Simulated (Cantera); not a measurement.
A closed system holds: 1 mol SiO₂, 49 mol HBr, 3.9 mol N₂, held at 17.0 Pa.

These are equilibrium values from Cantera (NASA tables, ideal gas, pure condensed phases), not measurements of a reactor. Candidate condensed phases: Br₂, H₂O, Si, SiO₂, Si₂N₂O, Si₃N₄; 45 gas species. The tables hold silica as quartz up to 1696 K and as liquid above; real silica turns to tridymite and cristobalite and melts near 1996 K. Rates play no part.

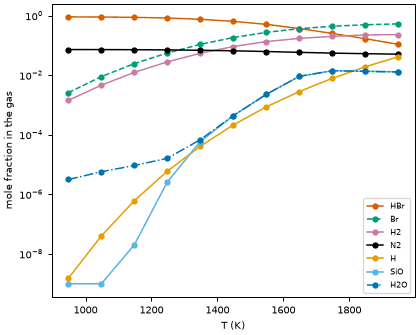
Figure. Equilibrium gas composition (values under 1e-9 drawn at 1e-9)

From 948 K to 1648 K the condensed part is SiO₂(β-quartz). From 1748 K to 1948 K nothing is condensed. The main Si-bearing gas is SiBr₄ at 948 K and SiO at 1948 K.
